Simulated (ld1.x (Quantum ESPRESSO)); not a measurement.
Nickel (Ni), norm-conserving Troullier–Martins (Kleinman–Bylander form), made with ld1.x (Quantum ESPRESSO) 7.5 (PBEsol, scalar-relativistic). Core [Ar], reference 3d8 4s2 4p0. Waves: 4p (bound, empty): rc 2.25 bohr; 3d (bound): rc 1.30 bohr; 4f channel at 0.45 Ry: rc 2.20 bohr; 4s (bound): rc 2.15 bohr. Local part: the s channel. Core correction: a·sin(br)/r model core, default radius (core density twice the valence density).

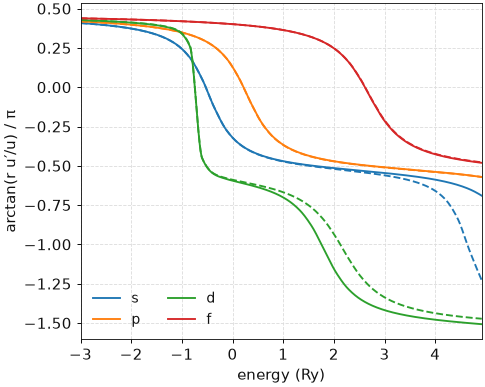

Unwrapped phase arctan(r u′/u) in units of π against energy, all-electron (solid) and pseudo (dashed); the pseudo phase is matched to the all-electron one at the reference energy. Here u = r R(r). A near-vertical step is a level narrower than the spacing of the points behind the curves.

### Give the range of good agreement (0.05 rad in phase) for each channel.

s: up to about 3.1 Ry; p: over the whole range drawn; d: up to about 0.6 Ry; f: over the whole range drawn.

### Is there a sign of a ghost state?

Going away from the reference energies, the phases part by more than π/2 in: s at about 4.9 Ry (above its reference energy, pseudo phase lower). Such a step is either a state that only one of the two atoms has or an ordinary level shifted in energy. The separate test gives: no ghost state below the valence levels in the p, d, f, s channels.

### Counted from its reference energy, which channel leaves the all-electron phase first?

The d channel: its phase error passes 0.05 rad 1.3 Ry above its reference energy, against 3.5 Ry for s.
